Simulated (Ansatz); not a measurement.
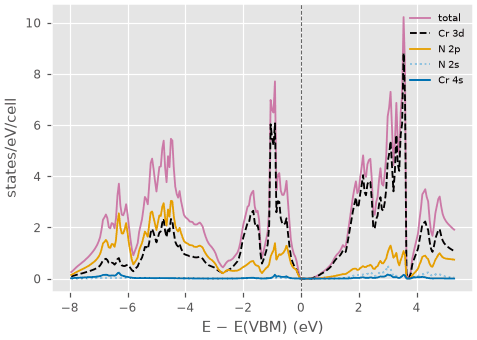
Fig. 1. Total and projected density of states of CrN in space group R-3m (No. 166; Cr on 3a, N on 3b), DFT-r²SCAN in the program Ansatz with PAW potentials

Question: Which orbitals carry the states next to the gap?

Answer: Top 1 eV of the valence band: Cr 3d 69 %, N 2p 27 %. Bottom 1 eV of the conduction band: Cr 3d 85 %, N 2p 13 %. Projections are on Löwdin-orthogonalised atomic valence shells; empty p or d shells of many metals are not among them.

Question: Where is the tallest occupied peak in this window, and what makes it?

Answer: Near -0.9 eV, about 7.7 states/eV per cell; the largest projected share is Cr 3d.

The cell is a constructed one: a structure type filled with these elements; the Crystallography Open Database copy checked does not list it. COD files the formula under space group No. 225, so this cell is another polymorph or a model. Its standing as an ambient phase is unchecked. Symmetry was held in the r²SCAN relaxation, as lowered by the spin order; whether a distortion lowers the energy is not shown. Magnetic state: antiferromagnetic, chosen from 3 collinear starts compared on coarse meshes (ties went to the first, and starts can fall back to one state), not a proven ground state. Other orbital occupations within this spin state were not tried. No Hubbard U is applied.

Potentials: the earlier of the program's two PAW sets.
